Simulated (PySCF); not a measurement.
# C₄H₁₀S₂Si: electronic excitations

What electronic excitations should C₄H₁₀S₂Si (`C=CS[SiH2]SCC`) show?

The runs use PySCF 2.14.0, with density-fitted response routines of our own; the level of theory stands in each step. All values are computed, except where a source is named. Atoms count from 0, in the outputs and in this text.

### 1 The molecule as given

17 atoms, charge 0, multiplicity 1; geometry from: GFN2-xTB.

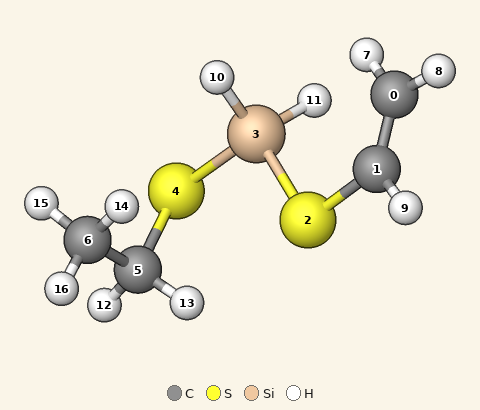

As it starts; carbon grey, sulfur yellow, silicon light orange, hydrogen white, atoms numbered; sticks join atoms by distance.

### 2 Ultraviolet spectrum: B3LYP/def2-SVPD

What the job is given:

```
{"job": {"kind": "uv", "xc": "B3LYP", "basis": "def2-SVPD", "nstates": 8, "ntriplets": 3}, "charge": 0, "multiplicity": 1}
C     -3.363332     0.447852     0.530593
C     -2.614535     1.281704    -0.167289
S     -0.984622     1.038763    -0.758098
Si    -0.441714    -0.930965    -0.072049
S      1.488035    -1.396717    -0.849173
C      2.337253     0.228152    -0.874900
C      2.624845     0.751663     0.516760
H     -3.031691    -0.530531     0.829965
H     -4.358283     0.732722     0.826869
H     -2.968357     2.258813    -0.458986
H     -0.431617    -0.907312     1.386951
H     -1.332046    -1.927139    -0.638249
H      3.259601     0.041863    -1.423178
H      1.713575     0.916393    -1.443201
H      1.698534     0.974737     1.043583
H      3.184777     0.016398     1.090541
H      3.212579     1.665095     0.449950
```

Method: TDDFT B3LYP/def2-SVPD, vertical, gas phase, core orbitals frozen in the response.

Launch:

```
$ OMP_NUM_THREADS=1 python probes_run.py task.json out
```

The driver reads the jobs from task.json and runs them one after another.

Predict these results of the whole session: lowest singlet (B3LYP/def2-SVPD); brightest single state of those computed; lowest triplet; surface potential, least and greatest.

The runs gave:

| quantity | value |
| --- | --- |
| lowest singlet (B3LYP/def2-SVPD) | 5.07 eV (245 nm), f = 0.004 |
| brightest single state of those computed | state 5, 5.64 eV, f = 0.181 |
| lowest triplet | 3.96 eV |
| surface potential, least and greatest | -0.87 V and 1.01 V |

In words: The first singlet state (HOMO→LUMO 0.68, HOMO−1→LUMO 0.29) lies at 5.07 eV and is weak; of the 8 states computed, the strongest absorption comes from state 5 at 5.64 eV. The lowest triplet lies 1.11 eV below the lowest singlet (triplets in Tamm-Dancoff, singlets in full TDDFT). At B3LYP/def2-SVPD, counted by nearest atom on the grid, the HOMO lies on S2 50 %; C0 23 %, the LUMO on S4 20 %; Si3 15 %.
